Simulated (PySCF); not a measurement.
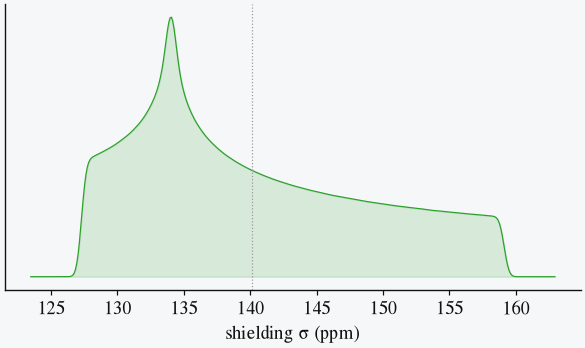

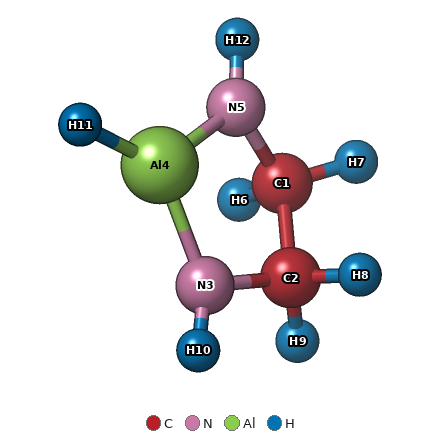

Static powder pattern (¹³C) from GIAO shielding tensors of C₂H₇AlN₂, SMILES C1C[NH][AlH][NH]1, singlet, PBE0/cc-pVTZ with PySCF, at a PBE0-D3(BJ)/def2-SVP geometry (no frequency check); absolute shielding, one fixed geometry of the isolated molecule without any motion, no dipolar terms. The dotted line is the isotropic value; skew is 3(σiso − σ22)/span.

The pattern belongs to C2. Give the principal values, span and skew.

C2: σ11, σ22, σ33 = 127, 134, 159 ppm, isotropic 140, span 32 ppm, skew 0.58.

Caveats: one conformer of a flexible molecule.
